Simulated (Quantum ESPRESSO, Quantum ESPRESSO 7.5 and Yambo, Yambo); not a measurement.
## KI (Fm-3m): Bethe-Salpeter spectra with Yambo

How far does the k mesh set the exciton binding of KI (Fm-3m)?

Program: Quantum ESPRESSO 7.5 and Yambo 5.3.0. Level of theory: PBE and many-body steps on it, plane waves. Results are calculated unless marked as measured.

## (1) The starting structure

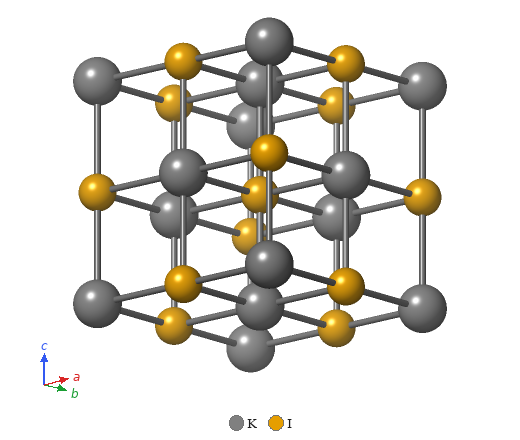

The cell as given, from a free direction (potassium grey, iodine orange). This picture shows the conventional cell, with its axes. Some periodic images of atoms are drawn too.

Coordinates:

```cif
data_structure
_symmetry_space_group_name_H-M 'P 1'
_symmetry_Int_Tables_number 1
_cell_length_a 4.9961
_cell_length_b 4.9961
_cell_length_c 4.9961
_cell_angle_alpha 60.000
_cell_angle_beta 60.000
_cell_angle_gamma 60.000
_cell_volume 88.18
loop_
_atom_site_label
_atom_site_type_symbol
_atom_site_fract_x
_atom_site_fract_y
_atom_site_fract_z
_atom_site_occupancy
K1 K 0.00000 0.00000 0.00000 1
I2 I 0.50000 0.50000 0.50000 1
```

The cell and positions come from the Crystallography Open Database and are kept as given unless a step says otherwise. Spin-orbit coupling is left out unless a step names it.

## (2) Empty states on the mesh, 4×4×4 mesh, 147 bands

This step: Quantum ESPRESSO 7.5; DFT, PBE, plane waves, norm-conserving pseudopotentials.

The sums over transitions need many empty states on a uniform mesh; this step solves for them.

Input file pw.in:

```
&control
  calculation = 'nscf'
  prefix = 'x'
  outdir = 'o'
  pseudo_dir = 'pseudo'
/
&system
  ibrav = 0
  nat = 2
  ntyp = 2
  ecutwfc = 76.0
  nbnd = 147
  force_symmorphic = .true.
/
&electrons
  conv_thr = 1e-9
  electron_maxstep = 80
  diago_full_acc = .true.
  diago_thr_init = 5e-6
/
ATOMIC_SPECIES
  K 39.098 K.upf
  I 126.9 I.upf
CELL_PARAMETERS angstrom
  0.0000000000 3.5327750000 3.5327750000
  3.5327750000 0.0000000000 3.5327750000
  3.5327750000 3.5327750000 -0.0000000000
ATOMIC_POSITIONS crystal
  K 0.0000000000 0.0000000000 0.0000000000
  I 0.5000000000 0.5000000000 0.5000000000
K_POINTS automatic
  4 4 4 0 0 0
```

The run is started by

```console
> OMP_NUM_THREADS=1 mpirun -n 4 pw.x -nk 4 -in pw.in > pw.out
```

What it wrote:

```text
Program PWSCF v.7.5 starts

     This program is part of the open-source Quantum ESPRESSO suite
     for quantum simulation of materials; please cite
         "P. Giannozzi et al., J. Phys.:Condens. Matter 21 395502 (2009);
         "P. Giannozzi et al., J. Phys.:Condens. Matter 29 465901 (2017);
         "P. Giannozzi et al., J. Chem. Phys. 152 154105 (2020);
     in publications or presentations arising from this work. More details at

     Atomic positions and unit cell read from directory:
     o/x.save/

     Message from routine setup:
[...]
41.5888  42.7574  42.7574  43.4954  43.4954  43.5600  43.5600  43.5875
     [... 7 further rows ...]
    68.8451  68.8451  69.9535  69.9830  69.9830  70.1362  71.7432  71.7432
    72.7317  72.7317  73.0523

          k = 0.3536 0.0000 0.0000 (  6643 PWs)   bands (ev):

     [... further k-points ...]

     highest occupied, lowest unoccupied level (ev):     2.8347    6.8023

     XML data file, pseudopotentials, collected wavefunctions

=------------------------------------------------------------------------------=
   JOB DONE.
=------------------------------------------------------------------------------=
```

Wall time 25 s (4 MPI ranks of Arm Neoverse V1, shared host); peak memory 0.56 GiB; 1.7 min of CPU time.

Numbers from this step:

```yaml
gap: 3.968 eV
k_of_the_valence_top: 0, 0, 0
k_of_the_conduction_bottom: 0, 0, 0
least_direct_gap: 3.968 eV
k_points_computed: 8
lowest_point_of_the_top_converged_band_above_the_valence_top: 67.9421 eV
```

On this mesh the gap is 3.968 eV.

The density comes from a self-consistent run that is not shown.

## (3) Conversion and set-up

This step: Yambo 5.3.0; conversion and set-up on PBE, plane waves, norm-conserving pseudopotentials.

The states are converted to the many-body program's format and the q mesh is built.

The run is started by

```console
> (cd o/x.save; p2y > p2y.log; mv SAVE ../..); yambo > setup.log
```

What it wrote:

```text
 Yambo, version 5.3.0

 [02] CORE Variables Setup
 =========================

  [02.01] Unit cells
  ==================

  Cell kind             :  FCC
  Atoms in the cell     :  K  I
  number of K  atoms    :  1
  number of I  atoms    :  1

  List of atomic masses
  Mass of K     :  39.09800
  Mass of I     :  126.9000

  List of atomic coordinates    : [cc]
  K1       :  0.000000  0.000000  0.000000  order 1
  I1       :  6.675977  6.675977  6.675977  order 2

  Alat factors          :  6.675977  6.675977  6.675977 [a.u.]
  Direct lattice volume :  595.0789 [a.u.]
[...]
==========================================

 IBZ Q-points                                      :   8
 BZ  Q-points                                      :   64

 K/Q-points units:
 rlu = crystal or reduced units; cc = cartesian coordinates; iku = interal k-units

 Q [1]          [rlu]:  0.000000  0.000000  0.000000
 Q [2]          [rlu]: -0.66843E-18 -0.66843E-18  0.25000
 Q [3]          [rlu]:  0.13369E-17  0.13369E-17 -0.50000
[...]
Q [7]          [rlu]:  0.40852E-17 -0.50000     -0.50000
 Q [8]          [rlu]:  0.250000 -0.500000 -0.250000

  [03.01] X indexes
  =================

   [03.01.01] Sigma indexes
   ========================

 [06] Game Over & Game summary
```

The job ended after 3.5 s (1 MPI rank; peak memory 0.26 GiB).

## (4) Screening and self-energy, 4×4×4 mesh, 147 bands, screening to 149.7 eV

G0W0 replaces the xc potential by the self-energy, built once from these orbitals. Only a window of levels is corrected, while the sums run over the empty bands that the input names.

This step: G0W0 on PBE, plane waves, norm-conserving pseudopotentials.

Input file gw1.in:

```
HF_and_locXC
gw0
dyson
ppa
em1d
rim_cut
RandQpts= 1000000
RandGvec= 1 RL
EXXRLvcs= 76 Ry
VXCRLvcs= 304 Ry
Chimod= "HARTREE"
% BndsRnXp
 1 | 147 |
%
NGsBlkXp= 11 Ry
% LongDrXp
 1 | 1 | 1 |
%
% GbndRnge
 1 | 147 |
%
DysSolver= "n"
ExtendOut
PPAPntXp= 27.21138 eV
% QPkrange
 1 | 1 | 16 | 19 |
%
```

The run is started by

```console
> OMP_NUM_THREADS=1 mpirun -n 4 yambo -F gw1.in -J gw1 -C gw1 > gw1.log
```

What it wrote:

```text
 Yambo, version 5.3.0

 [02] CORE Variables Setup
 =========================

  [... cell, symmetries and grids as in the set-up ...]

  [02.05] Energies & Occupations
  ==============================

  [X] === General ===
  [X] Electronic Temperature                        :  0.000000  0.000000 [eV K]
  [X] Bosonic    Temperature                        :  0.000000  0.000000 [eV K]
  [X] Finite Temperature mode                       : no
  [X] El. density                                   :  0.38557E+24 [cm-3]
[...]
Sx RL components                                 :   6735

   QP @ state[ 1 ] K range                          :  1  1
   QP @ state[ 1 ] b range                          :  16  19
   GF energies kind                                 : Perdew, Burke & Ernzerhof(X)+Perdew, Burke & Ernzerhof(C)
   GF WF`s kind                                     : Perdew, Burke & Ernzerhof(X)+Perdew, Burke & Ernzerhof(C)
   Xs energies kind                                 : Perdew, Burke & Ernzerhof(X)+Perdew, Burke & Ernzerhof(C)
   Xs WF`s kind                                     : Perdew, Burke & Ernzerhof(X)+Perdew, Burke & Ernzerhof(C)

 [11] Game Over & Game summary
```

It took 3.7 min on 4 MPI ranks; peak memory 2.1 GiB.

This step gave:

```yaml
g0w0_gap_on_the_points_computed: 6.025 eV
starting_gap_on_the_mesh: 3.968 eV
k_of_the_valence_top: 0, 0, 0
k_of_the_conduction_bottom: 0, 0, 0
least_direct_g0w0_gap_on_the_computed_points: 6.025 eV
```

The gap on the mesh goes from 3.97 eV to 6.02 eV, a correction of +2.06 eV.

The gap opens by 2.057 eV; the next steps shift the empty bands rigidly by 2.057 eV. The exciton steps add spin-orbit coupling, which this shift does not hold.

## (5) Empty states on the mesh, 4×4×4 mesh, 66 bands

This step: Quantum ESPRESSO 7.5; DFT, PBE with spin-orbit coupling, plane waves, norm-conserving pseudopotentials.

Changes to pw.in since step 2:

```diff
@@ -11,4 +11,6 @@
   ecutwfc = 76.0
-  nbnd = 147
+  nbnd = 66
   force_symmorphic = .true.
+  noncolin = .true.
+  lspinorb = .true.
 /
```

The run is started by

```console
> OMP_NUM_THREADS=1 mpirun -n 4 pw.x -nk 4 -in pw.in > pw.out
```

What it wrote:

```text
[banner, memory and clock lines left out]
Program PWSCF v.7.5 starts

     Atomic positions and unit cell read from directory:
     o/x.save/

     Message from routine setup:
     using ibrav=0 with symmetry is DISCOURAGED, use correct ibrav instead

     G-vector sticks info

     bravais-lattice index     =            0
     lattice parameter (alat)  =       9.4413  a.u.
     unit-cell volume          =     595.0789 (a.u.)^3
     number of atoms/cell      =            2
     number of atomic types    =            2
     number of electrons       =        26.00
[...]
22.9880  22.9880

          k = 0.1768 0.1768-0.1768 (  6639 PWs)   bands (ev):

[...]
23.0288  23.0288

          k =-0.3536-0.3536 0.3536 (  6658 PWs)   bands (ev):

[...]
14.7338  14.7338  16.1069  16.1069  18.3040  18.3040  18.3623  18.3623
    19.6862  19.6862  20.4049  20.4050  21.1094  21.1094  21.1135  21.1135
    22.9489  22.9489

          k = 0.3536 0.0000 0.0000 (  6643 PWs)   bands (ev):

     [... further k-points ...]

     highest occupied, lowest unoccupied level (ev):     2.7691    6.4120

     XML data file, pseudopotentials, collected wavefunctions
```

Elapsed: 25 s, on 4 MPI ranks; peak memory 0.59 GiB.

This step gave:

```
gap                                                           : 3.643 eV
k of the valence top                                          : 0, 0, 0
k of the conduction bottom                                    : 0, 0, 0
least direct gap                                              : 3.643 eV
k points computed                                             : 8
lowest point of the top converged band, above the valence top : 17.36 eV
```

On this mesh the gap is 3.643 eV.

The density comes from a self-consistent run that is not shown, made with spin-orbit coupling and fully relativistic files.

## (6) Conversion and set-up

This step: Yambo 5.3.0; conversion and set-up on PBE with spin-orbit coupling, plane waves, norm-conserving pseudopotentials.

The run is started by

```console
> (cd o/x.save; p2y > p2y.log; mv SAVE ../..); yambo > setup.log
```

What it wrote:

```text
 Yambo, version 5.3.0

 [02] CORE Variables Setup
 =========================

  [02.01] Unit cells
  ==================

  Cell kind             :  FCC
  Atoms in the cell     :  K  I
  number of K  atoms    :  1
  number of I  atoms    :  1

  List of atomic masses
  Mass of K     :  39.09800
  Mass of I     :  126.9000

  List of atomic coordinates    : [cc]
  K1       :  0.000000  0.000000  0.000000  order 1
  I1       :  6.675977  6.675977  6.675977  order 2

  Alat factors          :  6.675977  6.675977  6.675977 [a.u.]
  Direct lattice volume :  595.0789 [a.u.]
[...]
==========================================

 IBZ Q-points                                      :   8
 BZ  Q-points                                      :   64

 K/Q-points units:
 rlu = crystal or reduced units; cc = cartesian coordinates; iku = interal k-units

 Q [1]          [rlu]:  0.000000  0.000000  0.000000
 Q [2]          [rlu]: -0.66843E-18 -0.66843E-18  0.25000
 Q [3]          [rlu]:  0.13369E-17  0.13369E-17 -0.50000
[...]
Q [7]          [rlu]:  0.40852E-17 -0.50000     -0.50000
 Q [8]          [rlu]:  0.250000 -0.500000 -0.250000

  [03.01] X indexes
  =================

   [03.01.01] Sigma indexes
   ========================

 [06] Game Over & Game summary
```

Elapsed: 4 s, on 1 MPI rank; peak memory 0.26 GiB.

(Continued in part 2 of 3.)

[Paths, hosts, dates, memory and timing lines, banners, echoed tables and standing remarks are left out of the program output.]

[Logs are printed without paths, hosts, clocks, repeated set-up lines and the standing remarks that a program may print on its own settings, such as how far it seeks lower states.]

[Runs of the session that timed out or met a known fault of the program may be left out.]

[Hosts, paths, dates, database ids (printed as entryN), source tags and the programs' standing remarks are cut or masked in the printed files.]
